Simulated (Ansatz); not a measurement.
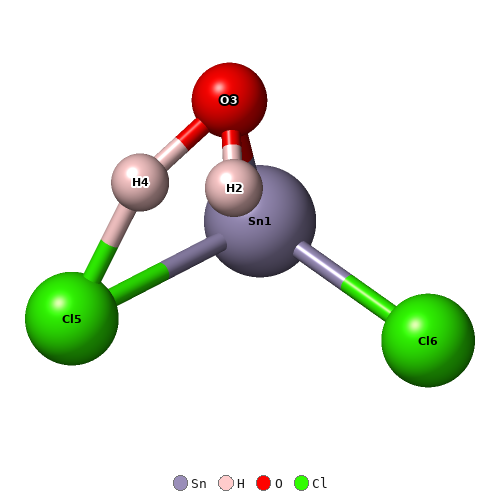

The system is the reacting system Cl₂H₂OSn (fragments Cl₂H₂OSn where the first distance is long, ClHOSn + ClH where the second is long); the picture shows the reference structure. First axis: distance H2–H4 (bond that forms). Second axis: distance O3–H4 (bond that breaks). Relaxed at each point: all other coordinates. The scan uses an 11 × 11 grid. Points are written as (first, second). Energies are in eV, from a guessed transition structure relaxed with its forming and breaking bonds held. Energies and slopes of some neighbouring points disagree (a jump in structure or state, or too coarse a mesh). The reference is spin-restricted, so regions where a bond is pulled apart into radicals lie too high. All numbers below come from RKS PBE-D4/def2-SVP in Ansatz 0.2.0.

Its coordinates:

```csv
atom,x (Å),y (Å),z (Å)
Sn,-1.0353,1.0792,-0.0457
H,0.1510,-0.8331,-0.0182
O,-0.5842,-1.0129,-0.6567
H,0.5561,-0.4944,-0.8628
Cl,1.5742,0.7668,-0.6911
Cl,-0.6618,0.4944,2.2744
```

Range: distance H2–H4 (bond that forms) from 0.666 to 2.466 Å; distance O3–H4 (bond that breaks) from 0.873 to 2.073 Å.

What will the energy surface look like?

Answer. The lowest grid point is at (1.617 Å, 1.033 Å), −2.12 eV from a guessed transition structure relaxed with its forming and breaking bonds held. The highest grid point, (0.666 Å, 2.073 Å), lies 5.22 eV above the lowest.

```
second ↓, first →  0.666  0.767  0.907  1.066  1.239  1.423  1.617  1.819  2.028  2.244  2.466
            2.073   3.10   1.95   0.79  −0.02  −0.34  −0.55  −0.69  −0.80  −0.91  −0.98  −1.02
            1.925   2.63   1.46   0.46  −0.07  −0.39  −0.60  −0.74  −0.89  −1.00  −1.06  −1.07
            1.781   2.29   1.23   0.41  −0.10  −0.43  −0.64  −0.84  −0.99  −1.09  −1.13  −1.10
            1.641   2.41   1.38   0.52  −0.05  −0.45  −0.74  −0.95  −1.10  −1.18  −1.18  −1.08
            1.507   2.30   1.30   0.45  −0.13  −0.55  −0.86  −1.09  −1.22  −1.27  −1.20  −0.98
            1.378   2.23   1.23   0.37  −0.25  −0.71  −1.05  −1.28  −1.39  −1.36  −1.17  −0.63
            1.255   2.13   1.11   0.22  −0.45  −0.95  −1.33  −1.55  −1.59  −1.43  −1.03  −0.05
            1.139   2.00   0.94  −0.01  −0.74  −1.30  −1.71  −1.89  −1.79  −1.41  −0.65   0.56
            1.033   1.93   0.82  −0.20  −1.00  −1.62  −2.02  −2.12  −1.86  −1.43  −1.17  −1.05
            0.940   2.08   0.91  −0.18  −1.03  −1.69  −2.05  −2.06  −1.72  −1.35  −1.14  −1.04
            0.873   2.49   1.26   0.11  −0.79  −1.44  −1.76  −1.69  −1.31  −0.96  −0.81  −0.72
```

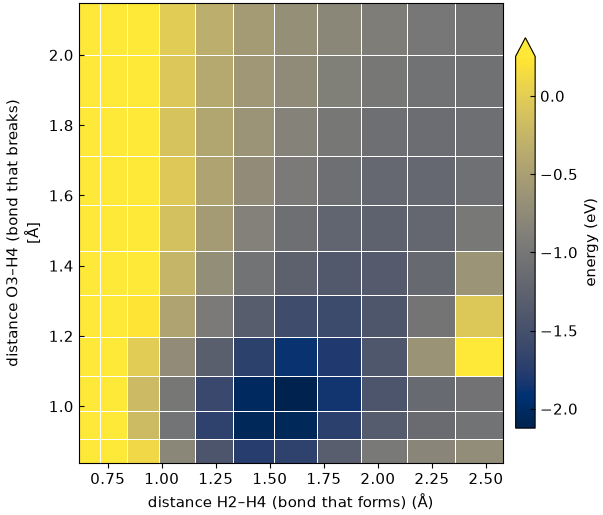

The picture shows one coloured cell a grid point, one colour for all values above the top of the scale.

Each point was launched as `ansatz run input.yaml --threads 1 --pin off --max-ram 2560MiB --backend cpu --events-out ev --progress --plain --runs-dir out`. Time for the 121 points that were run: 25 min on 1 thread of Arm Neoverse V2, with other jobs on the host.
